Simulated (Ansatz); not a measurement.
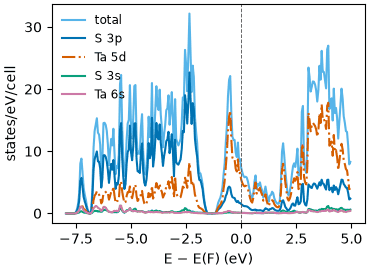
*Total and projected density of states of Ta$_{7}$S$_{12}$ in space group C2/m (No. 12; Pearson symbol mS38), r²SCAN (plane waves, PAW; program Ansatz)*

### Question
Which orbitals carry the states next to the Fermi level?

### Answer
Within 0.5 eV of the Fermi level: Ta 5d 74 %, S 3p 20 %. Projections are on Löwdin-orthogonalised atomic valence shells; empty p or d shells of many metals are not among them.

### Question
Where is the tallest occupied peak in this window, and what makes it?

### Answer
Near -2.3 eV, about 32 states/eV per cell; the largest projected share is S 3p.

The first step of the workflow began from a Materials Project structure, measured or hypothetical; the Crystallography Open Database copy checked does not list it. Its standing as an ambient phase is unchecked. The cell was relaxed with r²SCAN under the symmetry of its start; whether a distortion lowers the energy is not shown. Spin order of the final state: ferromagnetic, the only order run, not a proven ground state. Other orbital occupations within this spin state were not tried. No Hubbard U is applied. A crystal of weakly bound layers computed without a dispersion correction: the cell and the soft elastic constants depend strongly on that. Spin–orbit coupling is left out wherever it is not named.

Potentials: the later of the program's two PAW sets.
